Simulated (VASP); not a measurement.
Band structure of KCl (rock salt). Computed with revPBE GGA, VASP's PBE PAW potentials (set 64) (plane waves; VASP).

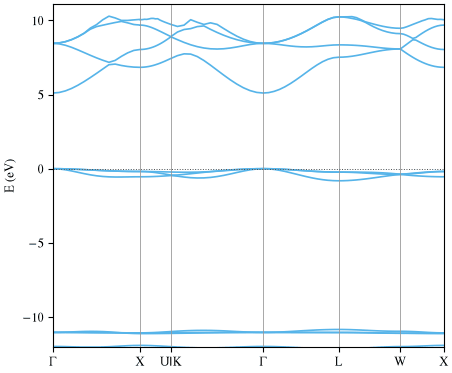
Fig. 1. Bands along high-symmetry lines, zero at the valence-band maximum or, without a gap, the Fermi level

Problem. Read the plot: is there a gap, and where are the band edges?

Solution. The gap is direct, 5.10 eV, from the valence maximum at Γ to the conduction minimum at Γ. (Edges off the drawn lines would not show.)

Measured: gap 8.50 eV (computed value off by -3.40 eV), as given by David Koller et al., Journal of Physics Condensed Matter (2013), arXiv:1304.4470.

The compound is KCl in the rock salt structure. It was relaxed first, which changed the volume by +13 %.
